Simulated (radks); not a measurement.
**Atomic calculation, with input and output: Rb²⁺**

The Rb²⁺ ion in the configuration [Ar] 3d10 4s2 4p4 5p1. Computed at this level: scalar-relativistic Kohn-Sham, RPBE, spin-unpolarised, spherical densities, point nucleus (the in-house radial solver radks).

**The input**
```
Z 37
configuration [Ar] 3d10 4s2 4p4 5p1 5s0 4d0
relativity scalar-relativistic
functional rpbe,pbe
spin unpolarised
nucleus point
c 137.035999084
```

Energies in input and log are in hartree, lengths in bohr.

Launched within a batch (the task file carries these settings):
```bash
python <driver script> task.json out
```

**Log**
```
1s      1   2.0000        -553.58722620
2s      1   2.0000         -74.85348781
2p      1   6.0000         -66.46352692
3s      1   2.0000         -11.98721323
3p      1   6.0000          -9.29552014
3d      1  10.0000          -4.84801671
4s      1   2.0000          -2.08592328
4p      1   4.0000          -1.45383159
5p      1   1.0000          -0.43968594
5s      1   0.0000          -0.57747709
4d      1   0.0000          -0.61458349
Etot -2979.3400205628436
Ekin 3051.463910647643
Encl -7145.722541268753
Eh 1214.939942571541
Exc -100.02133251327447
err 5.5997576880949315e-09
it 15
```

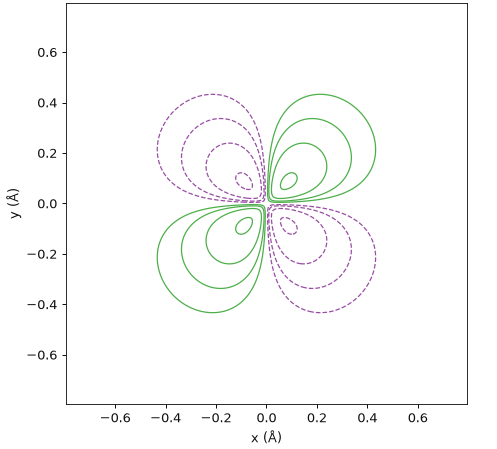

One occupied orbital is shown. In the xy plane through the nucleus, contours of ψ are drawn, solid for positive and dashed for negative values, each about twice the one before. (1 bohr = 0.529 Å.) The radial function comes from the spherical calculation and is multiplied by a real spherical harmonic; the overall sign is chosen so that the largest lobe of P(r) is positive; at the scalar-relativistic level it is the large component. It is 3d(xy). It has the nodal planes xz and yz and no radial node. The maximum of P² lies at 0.393 bohr, ⟨r⟩ = 0.524 bohr, 90 % of the charge lies within 0.852 bohr, and the eigenvalue is −131.9 eV, with 10 electrons in the shell.

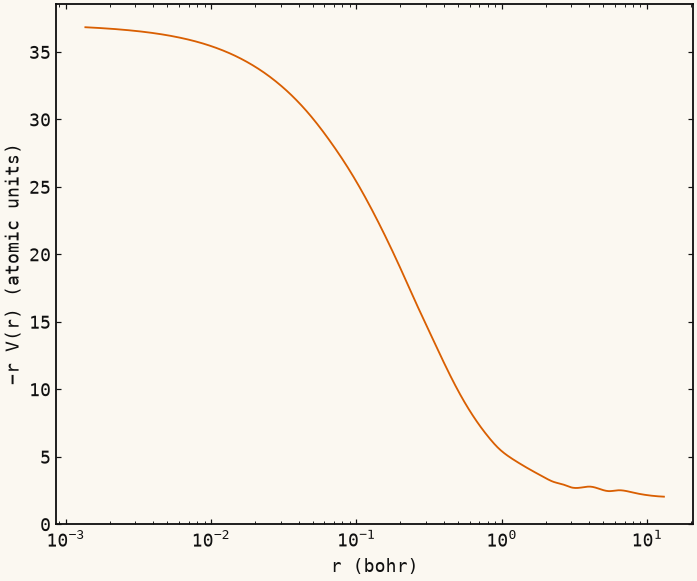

The screened charge −r V(r) of the Kohn-Sham potential. Close to the nucleus it reaches 36.8, near the nuclear charge 37. It falls through 19.5, midway between the nuclear and the ionic charge, at r = 0.19 bohr, and stands at 2.04 at the end of the plot (r = 13 bohr); the net charge is +2. The exact potential would level off one unit above the net charge.

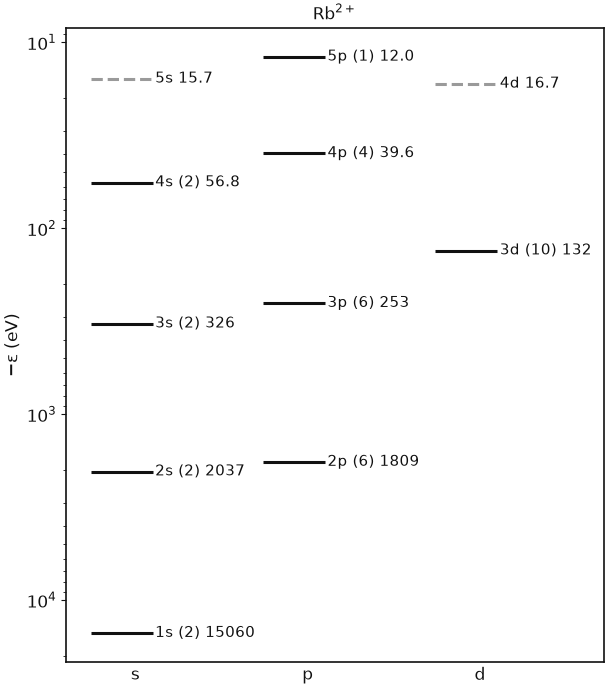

The occupied levels and a few empty ones, on a logarithmic scale of binding energy, are drawn (occupations in brackets, empty levels dashed). The highest occupied level is 5p at −12.0 eV. The highest 5 occupied levels, from the top down, are 5p (−12.0 eV), 4p (−39.6 eV), 4s (−56.8 eV), 3d (−131.9 eV), 3p (−252.9 eV). The lowest empty level drawn is 4d at −16.7 eV, below the highest occupied one, so this filling isn't the aufbau one. The order isn't aufbau: the empty 4d and 5s levels lie under the highest occupied one.

**Results in brief**

```
                       quantity                      value
                        outcome                  converged
                   total energy         −2979.3400 hartree
                 kinetic energy          3051.4639 hartree
        electron–nucleus energy         −7145.7225 hartree
                 Hartree energy          1214.9399 hartree
    exchange–correlation energy        −100.021333 hartree
radius at density 0.001 e/bohr³                  4.64 bohr
                 SCF iterations                         15
                       hardware  1 CPU thread, shared host
```
